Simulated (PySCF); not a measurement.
Molecule: C₈H₇F₃O, SMILES O=C([C@@H]1[C@H]2C=CC[C@H]21)C(F)(F)F.

Simulated rotational absorption lines between 6 and 18 GHz at 10 K: rigid rotor with the equilibrium constants and dipole of one optimised conformer (PBE0-D3(BJ)/def2-SVP, PySCF), commonest isotopes; no centrifugal distortion, hyperfine structure, internal rotation or nuclear-spin weights; lines within 1 MHz of each other are summed. Lines of different type are drawn apart.

Question: What are the rotational constants, and what kind of rotor is it?

Answer: Rotational constants A, B, C = 2.098, 0.5303, 0.5144 GHz; Ray's κ = −0.98, a near-prolate asymmetric top.

Question: Which dipole components drive the lines?

Answer:
|μa|, |μb|, |μc| = 3.14, 1.28, 0.36 D; a-type lines carry 90 % of the intensity in this range.

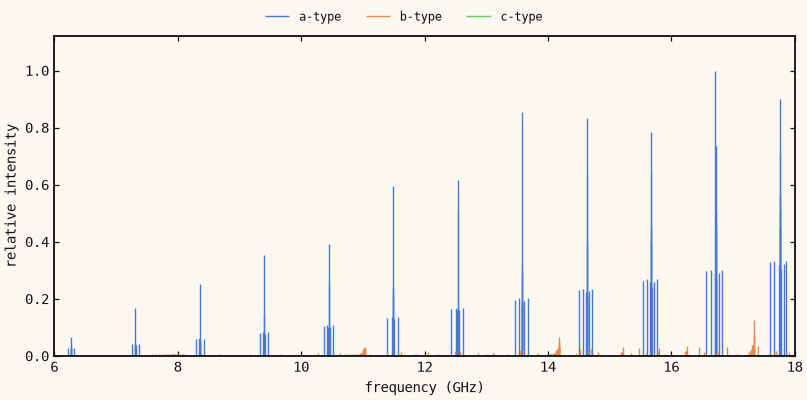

Note: coarse grid, loose stop and no frequency check, small forces are noise and the end may be a saddle.
